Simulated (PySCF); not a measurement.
# Geometry relaxation, with input and output: C6H3In

The run: geometry relaxation of C6H3In (In(CCH)3), SMILES C#[C][In]([C]#C)[C]#C. Method and program: PBE0-D3(BJ)/def2-SVP geometry optimisation, gas phase (PySCF 2.14.0).

It belongs to a series of runs on one base structure; here: ligand (all three): Me to CCH.

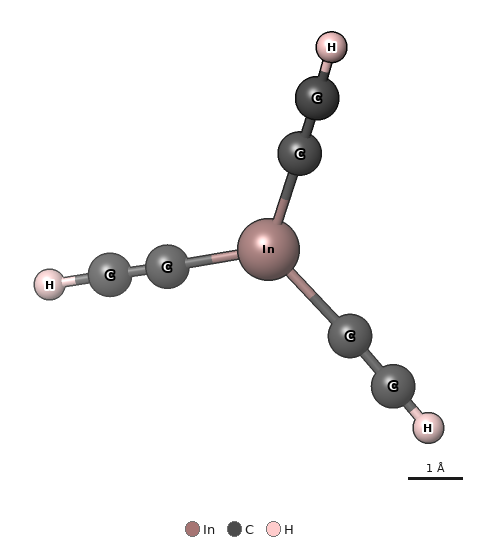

**Figure 1.** The input geometry (ball-and-stick view, seen at a tilt). Sticks mark near contacts.

Input file:
```
{"job": {"xc": "PBE0", "basis": "def2-SVP", "d3": "d3bj", "grid": 1, "maxiter": 30, "shake": 0.03, "kind": "geom"}, "charge": 0, "multiplicity": 1}
In     0.056370    -0.075020     0.001840
C      2.118500    -0.022230    -0.031300
C      3.279660    -0.023780    -0.044910
H      4.496150    -0.014170    -0.030490
C     -1.072200     1.839360    -0.025150
C     -1.667810     2.922770     0.016120
H     -2.147610     3.821480     0.036810
C     -1.033260    -1.833260    -0.017900
C     -1.686430    -2.877260     0.059910
H     -2.218720    -3.814650     0.039480
```

The first line tells a small driver script what to run in PySCF; the rest is the geometry in Å.

Machine: 1 CPU thread, shared host.

Command:
```bash
OMP_NUM_THREADS=1 python <driver script> task.json out
```

Output:
```
step   0  E = -419.86649715  max force = 0.213625
step   1  E = -419.89275318  max force = 0.015549
step   2  E = -419.89312108  max force = 0.005323
step   3  E = -419.89336574  max force = 0.007048
step   4  E = -419.89355085  max force = 0.003026
step   5  E = -419.89360016  max force = 0.001026
step   6  E = -419.89363173  max force = 0.000686
step   7  E = -419.89364236  max force = 0.000398
optimisation converged
```

Trajectory as extended XYZ (Å, eV, eV/Å), 8 frames, from step=0 to step=7:
```
10
Properties=species:S:1:pos:R:3:forces:R:3 step=0 energy=-11425.14933
In    0.0564   -0.0750    0.0018   -0.9614   1.5149  -0.1482
C     2.1185   -0.0222   -0.0313   -6.8778  -0.0165   0.0907
C     3.2797   -0.0238   -0.0449   10.9850   0.0579   0.0314
H     4.4962   -0.0142   -0.0305   -3.8673  -0.0355  -0.0863
C    -1.0722    1.8394   -0.0251   -0.0277   0.1962   0.1526
C    -1.6678    2.9228    0.0161    2.1495  -3.9025  -0.1482
H    -2.1476    3.8215    0.0368   -1.2989   2.3649   0.0595
C    -1.0333   -1.8333   -0.0179   -0.9142  -1.3847   0.2668
C    -1.6864   -2.8773    0.0599    0.8466   1.1287  -0.3330
H    -2.2187   -3.8146    0.0395   -0.0338   0.0766   0.1146
10
Properties=species:S:1:pos:R:3:forces:R:3 step=1 energy=-11425.86379
In    0.0328   -0.0444   -0.0904    0.0126  -0.1416   0.0879
C     2.1116    0.0180   -0.0527   -0.0199  -0.1277  -0.0614
C     3.3296    0.0269   -0.0279   -0.7309   0.0155   0.0123
H     4.3862    0.0430    0.0078    0.7995   0.0137   0.0054
C    -1.0087    1.7425   -0.0480   -0.0117   0.0772  -0.0048
C    -1.5924    2.8076    0.0267   -0.1778   0.3464  -0.0238
H    -2.1053    3.7558    0.0798    0.0441  -0.1171   0.0069
C    -1.0643   -1.8151   -0.0471    0.1631   0.1144   0.0619
C    -1.7090   -2.8421    0.0607   -0.0456  -0.2230  -0.1659
H    -2.2559   -3.7689    0.0956   -0.0334   0.0422   0.0815
10
Properties=species:S:1:pos:R:3:forces:R:3 step=2 energy=-11425.87380
In    0.0336   -0.0338    0.0554   -0.1302   0.1624  -0.2734
C     2.1162    0.0004   -0.0100    0.0934  -0.0673   0.0683
C     3.3359   -0.0013   -0.0454    0.1578   0.0276   0.0299
H     4.4190    0.0062   -0.0676   -0.2737  -0.0060  -0.0166
C    -1.0282    1.7724   -0.0028    0.1184  -0.1132   0.1225
C    -1.6220    2.8370    0.0086   -0.0575   0.1072  -0.0269
H    -2.1459    3.7797    0.0087    0.0345  -0.0838  -0.0014
C    -1.0494   -1.8143   -0.0063    0.0623   0.0193   0.1715
C    -1.6911   -2.8497    0.0342    0.0195  -0.0591  -0.1144
H    -2.2436   -3.7734    0.0296   -0.0244   0.0129   0.0406
10
Properties=species:S:1:pos:R:3:forces:R:3 step=3 energy=-11425.88046
In    0.0320   -0.0218   -0.0791   -0.1369   0.1621   0.0857
C     2.1151   -0.0077   -0.0469    0.0188  -0.0349  -0.0437
C     3.3343   -0.0169   -0.0265    0.3287   0.0240   0.0151
H     4.4197   -0.0167   -0.0043   -0.3624  -0.0066  -0.0114
C    -1.0342    1.7838   -0.0385    0.0799  -0.0298   0.0004
C    -1.6331    2.8450    0.0252    0.0466  -0.0947  -0.0373
H    -2.1627    3.7806    0.0719   -0.0077   0.0024   0.0086
C    -1.0403   -1.8092   -0.0434   -0.0122  -0.0704   0.0438
C    -1.6760   -2.8464    0.0471    0.0579   0.0437  -0.0931
H    -2.2300   -3.7676    0.0988   -0.0127   0.0043   0.0320
10
Properties=species:S:1:pos:R:3:forces:R:3 step=4 energy=-11425.88550
In    0.0269   -0.0159   -0.0404   -0.0408  -0.0249  -0.0071
C     2.1088   -0.0056   -0.0356    0.0075  -0.0360  -0.0108
C     3.3276   -0.0146   -0.0312   -0.1392   0.0202   0.0052
H     4.4001   -0.0156   -0.0250    0.1556  -0.0053  -0.0030
C    -1.0256    1.7805   -0.0250   -0.0116   0.1012   0.0264
C    -1.6239    2.8421    0.0200    0.0188  -0.0519  -0.0277
H    -2.1543    3.7773    0.0519   -0.0149   0.0234   0.0055
C    -1.0389   -1.8074   -0.0299    0.0074  -0.0354   0.0574
C    -1.6710   -2.8478    0.0394    0.0221   0.0043  -0.0639
H    -2.2251   -3.7696    0.0803   -0.0049   0.0046   0.0180
10
Properties=species:S:1:pos:R:3:forces:R:3 step=5 energy=-11425.88684
In    0.0212   -0.0143   -0.0265   -0.0394   0.0018  -0.0303
C     2.1046   -0.0088   -0.0316    0.0090  -0.0263   0.0003
C     3.3236   -0.0175   -0.0332   -0.0311   0.0158   0.0021
H     4.3993   -0.0199   -0.0338    0.0285  -0.0041  -0.0020
C    -1.0262    1.7887   -0.0182    0.0260   0.0126   0.0291
C    -1.6232    2.8509    0.0180   -0.0123  -0.0002  -0.0209
H    -2.1537    3.7869    0.0434   -0.0010   0.0051   0.0030
C    -1.0378   -1.8109   -0.0224    0.0172   0.0052   0.0527
C    -1.6653   -2.8545    0.0355    0.0036  -0.0110  -0.0423
H    -2.2177   -3.7774    0.0732   -0.0005   0.0011   0.0082
10
Properties=species:S:1:pos:R:3:forces:R:3 step=6 energy=-11425.88770
In    0.0106   -0.0109   -0.0174   -0.0065   0.0106  -0.0272
C     2.0953   -0.0138   -0.0293    0.0027  -0.0104   0.0043
C     3.3144   -0.0221   -0.0351    0.0309   0.0074  -0.0045
H     4.3916   -0.0268   -0.0417   -0.0353  -0.0018   0.0019
C    -1.0250    1.7997   -0.0100    0.0169  -0.0120   0.0217
C    -1.6199    2.8635    0.0163   -0.0150   0.0046  -0.0134
H    -2.1490    3.8007    0.0352    0.0069  -0.0021   0.0011
C    -1.0364   -1.8139   -0.0114   -0.0021   0.0104   0.0330
C    -1.6548   -2.8636    0.0317   -0.0030  -0.0031  -0.0129
H    -2.2021   -3.7896    0.0662    0.0044  -0.0036  -0.0041
10
Properties=species:S:1:pos:R:3:forces:R:3 step=7 energy=-11425.88799
In    0.0041   -0.0080   -0.0123    0.0127   0.0045  -0.0162
C     2.0894   -0.0172   -0.0288   -0.0031  -0.0001   0.0034
C     3.3086   -0.0253   -0.0372    0.0183   0.0018  -0.0059
H     4.3853   -0.0319   -0.0465   -0.0204  -0.0003   0.0027
C    -1.0243    1.8062   -0.0040    0.0071  -0.0175   0.0134
C    -1.6180    2.8707    0.0152   -0.0107   0.0052  -0.0084
H    -2.1448    3.8092    0.0294    0.0060  -0.0017   0.0006
C    -1.0369   -1.8143   -0.0016   -0.0111   0.0136   0.0186
C    -1.6487   -2.8683    0.0308   -0.0031  -0.0020  -0.0014
H    -2.1902   -3.7980    0.0594    0.0045  -0.0035  -0.0067
```

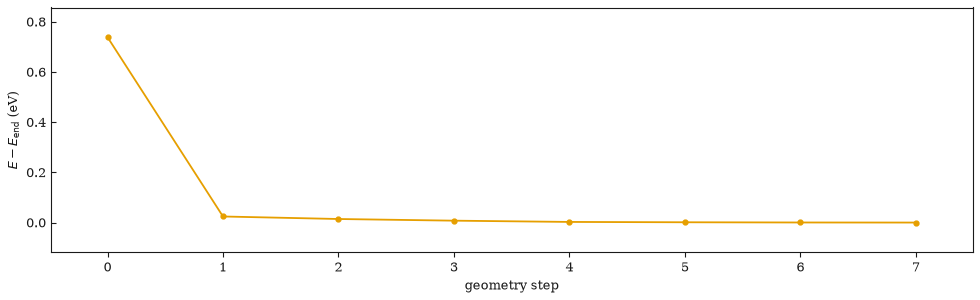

**Figure 2.** Progress of the relaxation, step by step (steps are counted from 0).

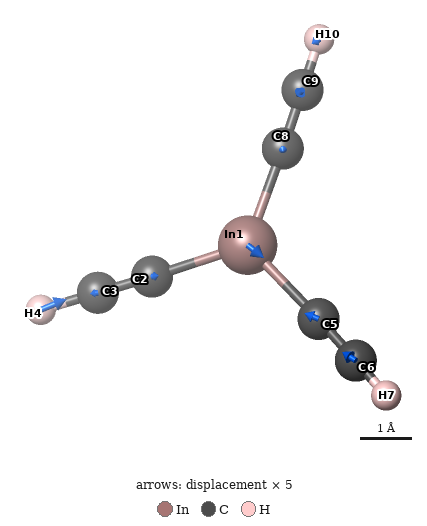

**Figure 3.** The starting structure with the displacements as blue arrows, magnified 5 times (ball-and-stick view, seen at a tilt). The two geometries are laid on each other by the best rigid fit. The atom that moves furthest after the best rigid fit is H4 (0.11 Å). By element the largest moves are H 0.11 Å, In 0.09 Å, C 0.07 Å. Among the contacts that change: C3–H4 1.217 → 1.077 Å, In1–C5 2.222 → 2.085 Å, C2–C3 1.161 → 1.219 Å, C6–H7 1.019 → 1.076 Å. Among the angles that change: C8–C9–H10 174.7° → 179.9°, C2–In1–C8 123.2° → 119.7°, In1–C8–C9 175.8° → 178.8°. After 7 geometry steps the energy has fallen by 0.739 eV. The largest force component goes from 11 to 0.02 eV/Å. (Atoms are counted from 1 in the order of the input.)

Summary:

```csv
quantity,value
outcome,converged
total energy,−419.893642 hartree
dipole moment,0.05 D
point group,D3h
wall time,57 s
peak memory,0.48 GiB
```
